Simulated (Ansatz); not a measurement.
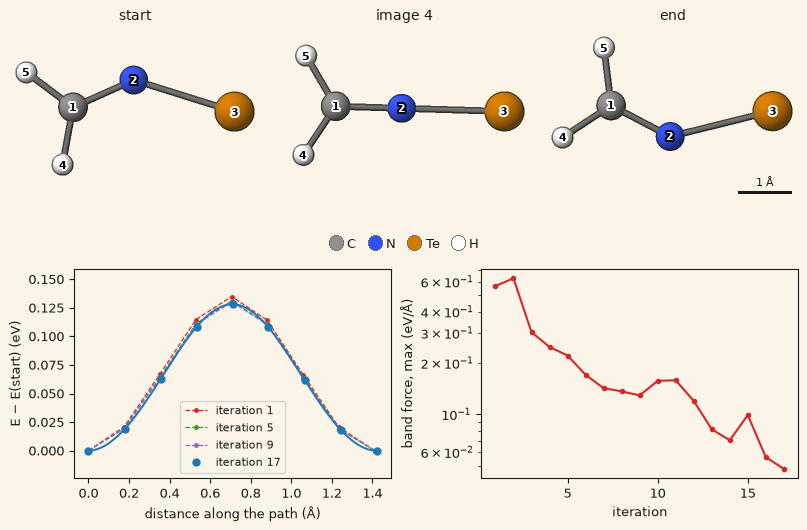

NEB run on CH2NTe (multiplicity 2). Images are numbered from 0 (start) to 8 (end). The plot follows the band through its iterations. A ball-and-stick model, seen face on.

Theory: UKS B3LYP/def2-SVP in Ansatz 0.2.0.

Input file:
```yaml
crystal:
  periodic: [false, false, false]
  atoms:
    - { symbol: C, position_ang: [-0.432925, 0.344816, -0.292069] }
    - { symbol: "N", position_ang: [0.703087, 0.090944, 0.198411] }
    - { symbol: Te, position_ang: [1.622169, -1.411307, 1.145215] }
    - { symbol: H, position_ang: [-1.290961, -0.35275, -0.28634] }
    - { symbol: H, position_ang: [-0.60138, 1.328287, -0.765216] }
magnetization:
  spin_polarized: true
  initial_magnetization: 1
basis:
  gaussian: { orbitals: def2-SVP }
hamiltonian:
  xc: b3lyp
neb:
  order_check: false
  images: 7
  f_tol: 0.05
  max_iterations: 60
  initial_path: idpp
  optimiser: fire
  climbing: immediate
  final_atoms:
    - { symbol: C, position_ang: [-0.51119266, 0.23676505, -0.27266011] }
    - { symbol: "N", position_ang: [0.17698053, -0.63511382, 0.32901648] }
    - { symbol: Te, position_ang: [2.03364147, -0.8420515, 1.04269972] }
    - { symbol: H, position_ang: [-1.56015404, 0.00579124, -0.52921916] }
    - { symbol: H, position_ang: [-0.13928529, 1.23459902, -0.56983592] }
```

Launched with:
```bash
ansatz run input.yaml --threads 1 --pin off --max-ram 2048MiB --backend cpu --events-out ev --progress --plain --runs-dir out
```

### How did the profile develop, and is the result final?

The run is converged, with reservations. The band converged in 17 iterations. The largest component of the band force went from 0.57 to 0.048 eV/Å. The climbing image converged on the top of the path. Its curvatures weren't checked. The first iteration put the highest image at 0.135 eV. The barrier is about 0.128 eV in both directions, with image 4 at the top; the ends have the same energy.

Cost: 7.2 min on 1 thread of Intel(R) Xeon(R) Processor @ 2.70GHz (shared host), peak memory 0.18 GiB.
